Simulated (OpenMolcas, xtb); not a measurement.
How methods differ on CH2NSn (SMILES N#[C][SnH2])

The species is CH2NSn (5 atoms), meant as a doublet with charge 0. As SMILES, `N#[C][SnH2]`. Geometry: relaxed at PBE0-D4/def2-TZVP.

```xyz
5

N     0.8338   -1.5357    1.6656
C     0.5060   -0.8515    0.7960
Sn    0.0096    0.3311   -0.8863
H    -1.6485    0.0382   -1.1840
H     0.3490    1.9444   -0.4326
```

Quantity: the energy change with the Sn3–H4 bond stretched from 1.710 to 2.223 Å, in eV. The values are calculated.

```
                               level                   kind     program  value (eV)  less CCSD(T)/def2-SVPD  CPU time (all runs)
                              GFN-FF            force field         xtb        1.33                   +0.43            under 2 s
                            GFN2-xTB         semi-empirical         xtb        0.22                   -0.68            under 2 s
                            GFN0-xTB         semi-empirical         xtb        0.66                   -0.24            under 2 s
      UHF/def2-SVPD (core potential)           Hartree–Fock  OpenMolcas        1.02                   +0.12                 25 s
   USVWN5/def2-SVPD (core potential)                    LDA  OpenMolcas        0.81                   -0.09                 56 s
 U-revPBE/def2-SVPD (core potential)                    GGA  OpenMolcas        0.74                   -0.16                 90 s
 U-r2SCAN/def2-SVPD (core potential)               meta-GGA  OpenMolcas        0.87                   -0.03              2.2 min
   UBHLYP/def2-SVPD (core potential)          global hybrid  OpenMolcas        0.95                   +0.05                 87 s
ROCCSD(T)/def2-SVPD (core potential)  coupled cluster or CI  OpenMolcas        0.90                    0.00              2.7 min
```

Differences are taken from ROCCSD(T)/def2-SVPD (core potential) for orientation; it has basis-set and higher-order errors of its own. The first shape isn't each level's own minimum. The values span 0.22 to 1.33 eV. In the correlated wave-function rows the outer d shell of Sn is correlated, in sets not made for it. CPU times are rough (shared hosts, several kinds of processor): they show what a rung costs within a factor of a few.

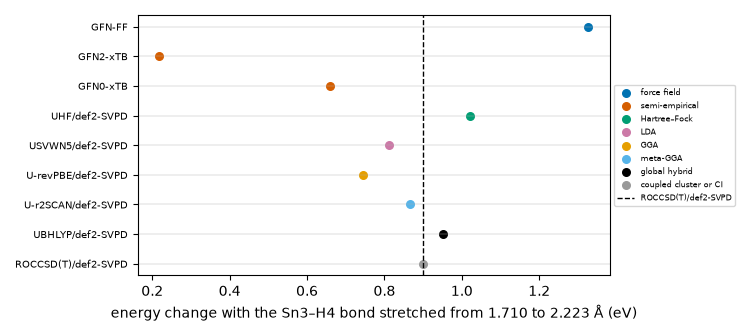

The values of the table, level by level.
